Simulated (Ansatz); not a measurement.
# Run report: CH$_{6}$AlF, phonon calculation

- system: CH$_{6}$AlF
- method: RKS PBE0-D4/def2-TZVP (Ansatz 0.2.0)

The geometry is the reactant side of a reaction. The reaction was set up to form Al1–C6 and F2–H5 and to break Al1–F2 and H5–C6 (atoms counted from 1 in the order of the input); sticks are drawn by distance alone. The geometry comes from this level: PBE0-D4/def2-TZVP. Figures and captions count atoms from 1; the log counts them from 0 in places.

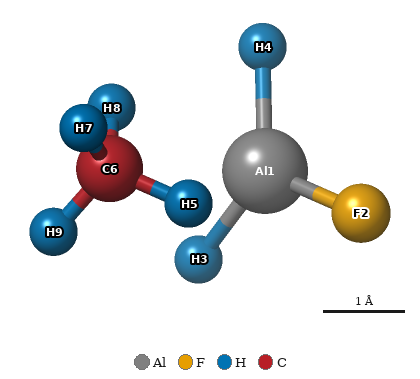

**Figure 1.** The structure as given in the input (ball-and-stick view, seen at a tilt; atoms are numbered from 1 in the order of the input). Sticks mark near contacts. Bond lengths as drawn: Al–F 1.66 Å, Al–H 1.58 Å and C–H 1.09 to 1.10 Å.

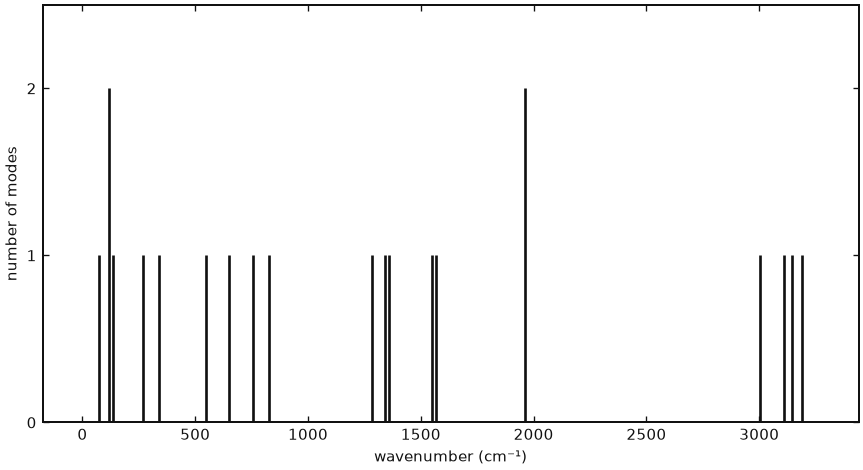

**Figure 2.** Harmonic vibrational wavenumbers from the force constants; neighbouring modes closer than 14 cm⁻¹ are counted in one stick. 21 modes from 73 to 3191 cm⁻¹, none imaginary.

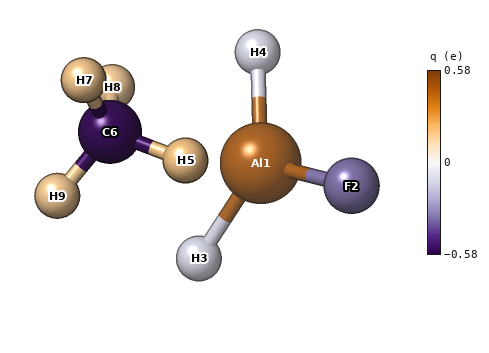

**Figure 3.** Mulliken charges, as the colour of each atom (ball-and-stick view, seen at a tilt; atoms are numbered from 1 in the order of the input). By element: Al +0.49, F −0.36, H −0.12 to +0.18 and C −0.55 e.

The input that produced these results follows, with the program's output.

**The input**
```yaml
crystal:
  periodic: [false, false, false]
  atoms:
    - {symbol: Al, position_ang: [-0.995688, -1.132287, 0.168159]}
    - {symbol: F, position_ang: [-2.204669, -0.293856, -0.595346]}
    - {symbol: H, position_ang: [-0.087462, -2.058216, -0.728405]}
    - {symbol: H, position_ang: [-1.023434, -1.138202, 1.745880]}
    - {symbol: H, position_ang: [-0.110219, 0.981863, -0.629188]}
    - {symbol: C, position_ang: [0.859258, 0.912749, -0.124535]}
    - {symbol: H, position_ang: [1.125469, 1.917428, 0.202527]}
    - {symbol: H, position_ang: [0.832361, 0.286801, 0.775749]}
    - {symbol: H, position_ang: [1.604283, 0.523721, -0.814941]}
basis:
  gaussian: {orbitals: def2-TZVP}
hamiltonian: {xc: pbe0, dispersion: d4}
phonons: {temperatures: {t_min: 298.15, t_max: 900, t_step: 200}}
```

**The program's output**
```
Functional definition: PBE0
  name "PBE0"
  cite "Adamo & Barone, J. Chem. Phys. 110, 6158 (1999) doi:10.1063/1.478522"
  cite "Perdew, Burke & Ernzerhof, Phys. Rev. Lett. 77, 3865 (1996) doi:10.1103/PhysRevLett.77.3865"
  parent pbe
  parameter a = 0.25
  parameter kappa = 0.804
  parameter beta = 0.06672455060314922
  exchange = (1 - a)*pbe_x(kappa = kappa, mu = beta*pi^2/3) + a*exact_x
  correlation = pbe_c(beta = beta)
879 factors; their error is unknown
mean field evaluation 1: about -10439.1005 eV, gradient 5.6e1 eV
mean field evaluation 2: about -10435.3089 eV, gradient 7.5e1 eV
mean field evaluation 4: about -10444.9271 eV, gradient 2.2e0 eV
mean field evaluation 8: about -10444.9372 eV, gradient 2.0e-2 eV
mean field evaluation 16: about -10444.9544 eV, gradient 2.3e-5 eV
mean field -10444.95442964 eV, -383.8449954448 hartree, gradient 2.3e-5 eV, S^2 0.000000; 0 other end points of the search recorded, 0 dependent functions left out
the calculation of the forces begins
reference -10444.95446247 eV, -383.8449966514 hartree; 17, 17 occupied and 118, 118 virtual orbitals, 879 factors
these checks for a lower state are left out or cut short: stability, starts, cluster_reference, orbital_swaps, neighbouring_geometries, increment
879 factors; their error is unknown
mean field -10444.95435629 eV, -383.8449927495 hartree, gradient 1.1e-6 eV, S^2 0.000000; 0 other end points of the search recorded, 0 dependent functions left out
[... from here on the field's lines of each further geometry are left out, up to the last ...]
the calculation of the forces begins
reference -10444.95441306 eV, -383.8449948357 hartree; 17, 17 occupied and 118, 118 virtual orbitals, 879 factors
these checks for a lower state are left out or cut short: stability, starts, cluster_reference, orbital_swaps, neighbouring_geometries, increment
879 factors; their error is unknown
mean field -10444.95437598 eV, -383.8449934730 hartree, gradient 1.1e-6 eV, S^2 0.000000; 0 other end points of the search recorded, 0 dependent functions left out
the calculation of the forces begins
reference -10444.95440881 eV, -383.8449946796 hartree; 17, 17 occupied and 118, 118 virtual orbitals, 879 factors
Total energy: -10445.04774646 eV, -383.8484247746 hartree
Atom 0 at    -0.995688    -1.132287     0.168159 Å, force    -0.001666     0.001122    -0.001202 eV/Å
Atom 1 at    -2.204669    -0.293856    -0.595346 Å, force     0.000464    -0.001338     0.000833 eV/Å
Atom 2 at    -0.087462    -2.058216    -0.728405 Å, force     0.000360     0.000153     0.000061 eV/Å
Atom 3 at    -1.023434    -1.138202     1.745880 Å, force     0.000471     0.000323     0.000032 eV/Å
Atom 4 at    -0.110219     0.981863    -0.629188 Å, force     0.002580     0.000633     0.000960 eV/Å
Atom 5 at     0.859258     0.912749    -0.124535 Å, force     0.001177    -0.004437     0.000390 eV/Å
Atom 6 at     1.125469     1.917428     0.202527 Å, force    -0.000276    -0.000291    -0.000682 eV/Å
Atom 7 at     0.832361     0.286801     0.775749 Å, force    -0.000788     0.001719    -0.001692 eV/Å
Atom 8 at     1.604283     0.523721    -0.814941 Å, force    -0.002322     0.002118     0.001299 eV/Å
Dipole moment:     0.411019     0.115357     0.089605 e Å
Vibrations: 72.62 113.35 120.53 135.08 269.54 339.65 549.99 648.98 757.88 828.52 1283.53 1342.00 1357.64 1548.66 1569.31 1955.38 1964.07 3005.47 3110.46 3144.71 3191.27 cm⁻¹, zero-point energy 1.692920 eV
```

**Results in brief**

| quantity | value |
| --- | --- |
| outcome | converged |
| total energy | −10445.0477 eV |
| mean-field energy | −10444.9545 eV |
| dispersion energy | −0.0933 eV |
| largest force (length of the vector) | 0.005 eV/Å |
| dipole moment | 2.10 D |
| hardware | 2 CPU threads, shared host |
| wall time | 67 s (CPU time 2.1 min) |
| peak memory | 0.26 GiB |
